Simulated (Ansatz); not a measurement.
| atom | x (Å) | y (Å) | z (Å) |
| --- | --- | --- | --- |
| Ge | -0.7832 | -0.6049 | 0.4200 |
| I | -0.8143 | 0.7926 | -1.7527 |
| I | 1.5975 | -0.1877 | 1.3327 |

Geometry: B3LYP-D4/def2-TZVP; core potentials replace the inner electrons of I.

All numbers below come from RKS PBE0-D4/def2-TZVP (Ansatz 0.2.0).

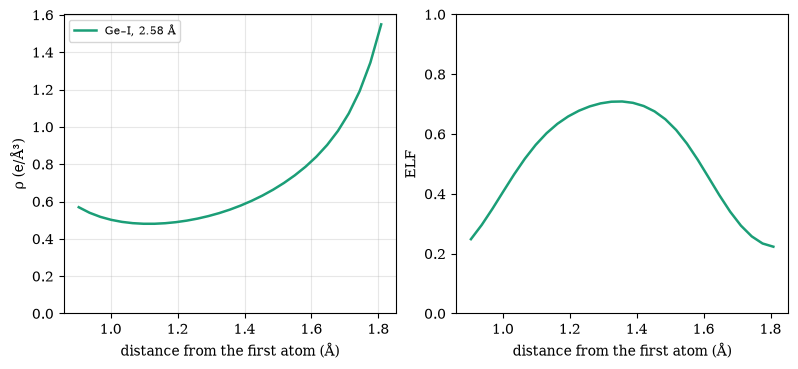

GeI$_{2}$. Electron density and ELF along straight lines between neighbouring atoms. The curves leave out the atomic cores.

**What can be read from the curves?**

Ge–I (2.58 Å): the density is about 0.52 e/Å³ at the midpoint; the ELF peaks at about 0.70 in the valence shell of I, 1.2 Å from its nucleus, and is about 0.70 at the midpoint.
